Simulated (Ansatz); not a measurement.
# AlH8N3: what the fields show

```xyz
12

Al   -0.0081    0.0515    0.1135
H    -0.1056   -0.9988    1.3422
N     1.5881    0.2623   -0.7539
H     2.3701   -0.3279   -0.4538
H     1.6061    0.2928   -1.7780
N    -1.4890    0.3971   -0.9004
H    -2.3553   -0.0925   -0.6556
H    -1.4139    0.3899   -1.9223
N     0.0385    1.8555    1.0391
H     0.9248    2.2379    0.6702
H    -0.7614    2.3385    0.5991
H     0.0003    1.9385    2.0627
```

Computed with RKS LDA/6-31G* (Ansatz 0.2.0).

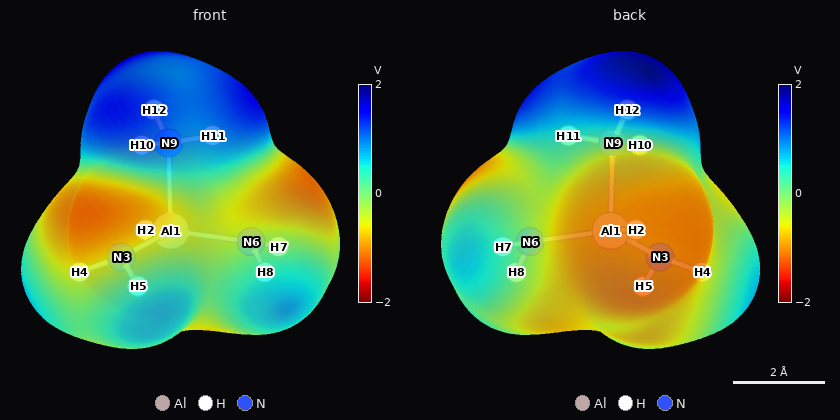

Figure 1. The electrostatic potential painted on the density surface at 0.001 e/bohr³, seen from the front and from behind; the colour scale runs from red (negative) to blue (positive).

Which sites attract a positive test charge, and which a negative one?

Answer. A positive charge is drawn to the negative regions and a negative charge to the positive ones. The most negative region (about −1.2 V) lies over H2, N3 and N6, the most positive (about +1.9 V) over H12.

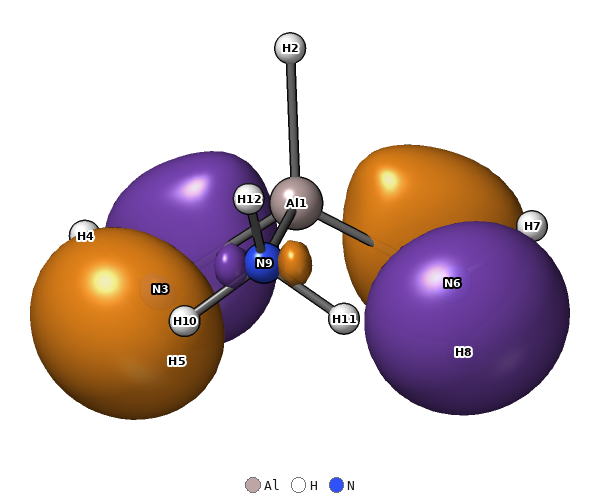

Figure 2. The HOMO at ±0.1 Å⁻³ᐟ² (orange and purple are the two phases), seen from one side.

What is the character of this orbital?

Answer. By Hirshfeld shares it lies mainly on N3 (about 40 %) and N6 (about 40 %); largely a combination of lone pairs on N3 and N6. Its energy is −4.43 eV.

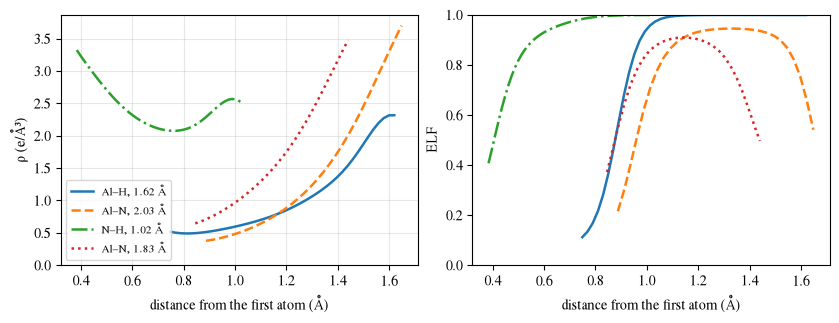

Figure 3. Total electron density and ELF along straight lines between neighbouring atoms. The curves leave out the atomic cores.

Compare the contacts.

Answer. Al–H (1.62 Å): ρ is about 0.49 e/Å³ halfway; the ELF climbs to about 1 towards the hydrogen.
Al–N (2.03 Å): ρ is about 0.5 e/Å³ halfway; the ELF peaks at about 0.95 in the valence shell of N, 0.7 Å from its nucleus, and is about 0.70 at the midpoint.
N–H (1.02 Å): ρ at the midpoint is about 2.7 e/Å³; the ELF climbs to about 1 towards the hydrogen: a covalent bond by its length.
Al–N (1.83 Å): ρ is about 0.76 e/Å³ halfway; the ELF peaks at about 0.90 in the valence shell of N, 0.7 Å from its nucleus, and is about 0.65 at the midpoint.
